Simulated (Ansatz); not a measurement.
# [HO2]− (hydroperoxide(1-)): levels of theory compared

We compute a comparison of 6 runs (BHLYP/STO-3G, HSE06/STO-3G, PBE0/STO-3G, UPBE0/STO-3G, CCSD(T)/STO-3G, FCI/STO-3G) of [HO2]− (hydroperoxide(1-)). 

The calculation is run with Ansatz 0.2.0.

10 further runs of the same task are left out: 9 that didn't finish, 1 set aside as unsound or not needed.

## 1. The system as given

[HO2]−: 3 atoms, total charge -1, spin state singlet. As SMILES, `[O-]O`. The O2–O1 distance was set to 2.219 Å, away from the relaxed value. At this shape a bond of the SMILES string is far longer than usual.

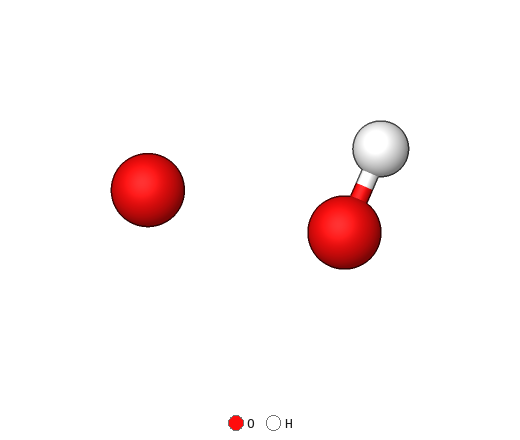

The structure, seen from a chosen angle (oxygen red, hydrogen white).

## 2. A single-point energy at BHLYP/STO-3G (run 1)

in.yaml

```yaml
crystal:
  periodic: [false, false, false]
  atoms:
    - symbol: O
      position_ang: [-0.415513, 1.761363, -0.030867]
    - symbol: O
      position_ang: [-0.242260, -0.445880, -0.180750]
    - symbol: H
      position_ang: [0.600030, -0.579720, 0.261570]
basis:
  gaussian: {orbitals: STO-3G}
total_charge: -1
hamiltonian: {xc: {name: BHLYP}}
accuracy: high
```

The run is started by

```
$ ansatz run in.yaml --threads 1 --pin off --max-ram 3480MiB --events-out events.jsonl --progress --plain --runs-dir runs
```

Log:

```text
Warning: RAYON_NUM_THREADS=1 ignored (pool sized by the plan → 1); use --threads N
Functional definition: BHLYP
  name "BHLYP"
  parameter a = 0.5
  exchange = (1 - a)*b88_x + a*exact_x
  correlation = lyp_c
162 factors; integrals over basis functions are off by at most 3.3e-8 eV
mean field evaluation 1: about -4035.4903 eV, gradient 2.6e1 eV
mean field evaluation 2: about -4036.6021 eV, gradient 1.9e1 eV
mean field evaluation 4: about -4038.8372 eV, gradient 1.1e0 eV
mean field evaluation 8: about -4038.8592 eV, gradient 3.2e-2 eV
mean field evaluation 16: about -4038.8592 eV, gradient 4.6e-7 eV
mean field -4038.85923418 eV, -148.4253392192 hartree, gradient 4.4e-8 eV, S^2 0.000000; 0 other end points of the search recorded, 0 dependent functions left out
reference -4038.85924632 eV, -148.4253396651 hartree; 9, 9 occupied and 2, 2 virtual orbitals, 162 factors
Total energy: -4038.85924632 eV, -148.4253396651 hartree
```

It took 0.44 s on 1 thread of Arm Neoverse V1, shared host.

## 3. A single-point energy at HSE06/STO-3G (run 2)

in.yaml

```yaml
crystal:
  periodic: [false, false, false]
  atoms:
    - {symbol: O, position_ang: [-0.415513, 1.761363, -0.030867]}
    - {symbol: O, position_ang: [-0.242260, -0.445880, -0.180750]}
    - {symbol: H, position_ang: [0.600030, -0.579720, 0.261570]}
basis:
  gaussian: {orbitals: STO-3G}
total_charge: -1
hamiltonian: {xc: {name: HSE06}}
accuracy: high
```

The run is started by

```
$ ansatz run in.yaml --threads 1 --pin off --max-ram 3480MiB --events-out events.jsonl --progress --plain --runs-dir runs
```

Log:

```text
Warning: RAYON_NUM_THREADS=1 ignored (pool sized by the plan → 1); use --threads N
Functional definition: HSE06
  name "HSE06"
  parameter a = 0.25
  parameter omega = 0.11/bohr
  exchange = pbe_x - a*pbe_x_sr(omega) + a*exact_x_sr(omega)
  correlation = pbe_c
162 factors; integrals over basis functions are off by at most 3.3e-8 eV
39 factors; integrals over basis functions are off by at most 4.0e-10 eV
mean field evaluation 1: about -4033.6134 eV, gradient 2.7e1 eV
mean field evaluation 2: about -4032.0602 eV, gradient 2.2e1 eV
mean field evaluation 4: about -4025.1049 eV, gradient 5.2e1 eV
mean field evaluation 8: about -4036.5902 eV, gradient 2.4e-2 eV
mean field evaluation 16: about -4036.5917 eV, gradient 1.9e-8 eV
mean field -4036.59165032 eV, -148.3420070490 hartree, gradient 1.9e-8 eV, S^2 0.000000; 0 other end points of the search recorded, 0 dependent functions left out
reference -4036.59165138 eV, -148.3420070881 hartree; 9, 9 occupied and 2, 2 virtual orbitals, 162 factors
Total energy: -4036.59165138 eV, -148.3420070881 hartree
```

It took 0.66 s on 1 thread of Arm Neoverse V1, shared host.

Runs 3 to 5 aren't shown in full; the table further down has their settings and results.

## 4. The energy at FCI/STO-3G (run 6)

molecule.yaml

```yaml
crystal:
  periodic: [false, false, false]
  atoms:
    - {symbol: O, position_ang: [-0.415513, 1.761363, -0.030867]}
    - {symbol: O, position_ang: [-0.242260, -0.445880, -0.180750]}
    - {symbol: H, position_ang: [0.600030, -0.579720, 0.261570]}
basis:
  gaussian:
    orbitals: STO-3G
total_charge: -1
correlation:
  method: fci
  frozen_orbitals: {H: 0, O: 1}
accuracy: high
```

The run is started by

```
$ ansatz run molecule.yaml --threads 1 --pin off --max-ram 3480MiB --events-out events.jsonl --progress --plain --runs-dir runs
```

Log, cut to the lines that bear on the results:

```text
Warning: RAYON_NUM_THREADS=1 ignored (pool sized by the plan → 1); use --threads N
Functional definition: HF
  name "HF"
[...]
162 factors; integrals over basis functions are off by at most 3.3e-8 eV
[...]
mean field -4021.61274168 eV, -147.7915423098 hartree, gradient 1.7e-8 eV, S^2 0.000000; 1 other end points of the search recorded, 0 dependent functions left out; unrestricted orbitals would lower it
unrestricted determinant -4023.03469098 eV, -147.8437979825 hartree, S^2 1.0005
2 core orbitals not correlated: weight in the atoms' cores, before any rotation towards them, 1.000 or more for the frozen orbitals, at most 0.000 for the correlated occupied ones
reference -4021.61274168 eV, -147.7915423098 hartree; 7, 7 occupied and 2, 2 virtual orbitals, 162 factors
state -4024.00875092 eV, -147.8795940251 hartree
Total energy: -4024.00875092 eV, -147.8795940251 hartree
```

It took 0.16 s on 1 thread of Arm Neoverse V1, shared host.

## 5. Overview of the runs

```tsv
run	level	frozen core orbitals	energy (Eh)	wall time
1	BHLYP/STO-3G	–	-148.425340	0.44 s
2	HSE06/STO-3G	–	-148.342007	0.66 s
3	PBE0/STO-3G	–	-148.347595	0.46 s
4	UPBE0/STO-3G	–	-148.381977	7.2 s
5	CCSD(T)/STO-3G	2	-147.880397	0.12 s
6	FCI/STO-3G	2	-147.879594	0.16 s
```

## 6. Results

| quantity | value |
| --- | --- |
| run 6: total energy | -147.87959 Eh |
| run 6: correlation energy (2 core orbitals frozen) | -88.1 mEh |

What this shows: Against full CI in this basis: CCSD(T) -0.8 mEh. Totals of different functionals can't be ranked against each other. In run 5 the T1 diagnostic is large, so a single reference may not serve. In run 5 the log says that unrestricted orbitals would lower the reference, so the values rest on an unstable closed-shell determinant (other closed-shell runs at this shape may share the fault). In runs 1, 2, 3, 4, 5, 6 the basis is minimal, so the values are rough. Spin contamination of the reference: run 4 ⟨S²⟩ = 0.94. Where it is this large, the reference is a mixture of spin states, and values that rest on it are in doubt. All runs together took 9.1 s, the longest 7.2 s.
